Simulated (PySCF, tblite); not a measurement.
**C5H5FN radical: geometry, infrared bands and EPR parameters**

Wanted: the infrared bands and EPR parameters of C5H5FN radical (`C=C[C](F)CC#N`), by calculation.

Programs: tblite 0.8.0 and PySCF 2.14.0, with density-fitted response routines of our own. Each step states its level of theory. These are calculated values for one molecule in the gas phase, unless marked as measured. Atoms count from 0, in the outputs and in this text.

**1. The molecule as given**

12 atoms, charge 0, multiplicity 2; geometry from: force field or distance geometry start.

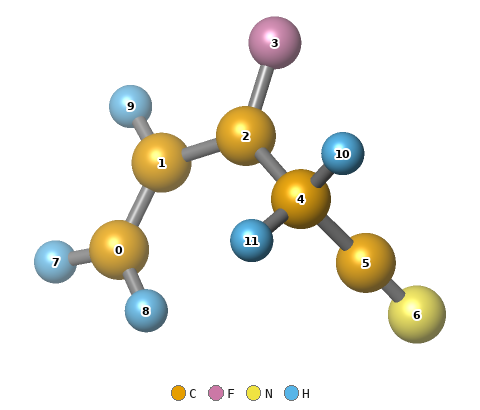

The starting geometry (carbon amber, fluorine pink, nitrogen yellow, hydrogen blue), atoms numbered; sticks join atoms by distance.

**2. Optimising the geometry with GFN2-xTB**

Job settings and geometry (Å):

```
{"job": {"kind": "relax", "xc": "GFN2-xTB", "basis": "xTB"}, "charge": 0, "multiplicity": 2}
C      1.738000    -0.673100     0.030900
C      1.217700     0.566300    -0.103400
C     -0.156000     0.904100    -0.262500
F     -0.436600     2.235700    -0.382700
C     -1.286900    -0.071000    -0.387300
C     -1.714800    -0.556400     0.920400
N     -2.056000    -0.959800     1.950000
H      2.805900    -0.801900     0.168800
H      1.129800    -1.573900     0.021800
H      1.896900     1.412100    -0.054700
H     -2.132700     0.426400    -0.887900
H     -1.004000    -0.909200    -1.039400
```

Launch:

```console
$ OMP_NUM_THREADS=1 python probes_run.py task.json out
```

One launch serves the whole session: the jobs run in the order shown.

**Question.** This job is followed by: GFN2-xTB harmonic vibrations, gas phase; UKS B3LYP, pcH-1 on C F H N, non-relativistic, mean-field spin-orbit, GIAO. What will the session give for the following? strongest single infrared mode (GFN2-xTB); zero-point energy (GFN2-xTB); g(iso) (B3LYP); ⟨S²⟩; largest a(iso) (averaged by class); surface potential, least and greatest.

**Answer**, as computed:

| quantity | value |
| --- | --- |
| strongest single infrared mode (GFN2-xTB) | 2411 cm⁻¹, 205 km/mol |
| zero-point energy (GFN2-xTB) | 52.7 kcal/mol |
| g(iso) (B3LYP) | 2.00333 |
| ⟨S²⟩ | 0.776 (exact 0.75) |
| largest a(iso) (averaged by class) | 19F on F3, 104.3 MHz |
| surface potential, least and greatest | -1.71 V and 1.58 V |

Relaxing lowered the energy by 0.107 eV in 84 steps; the close pair that moved most is C1–C2, from 1.424 to 1.379 Å. No mode is imaginary among the 30: a minimum at this level. The strongest single mode, at 2411 cm⁻¹, moves mainly C5 and N6. GFN2-xTB is a fitted tight-binding method: band positions and strengths are rough. Its intensities can rank the bands wrongly. The largest spin populations lie on C0 (0.65 e), C2 (0.61 e). The isotropic g lies 1.0 ppt above the free-electron value.
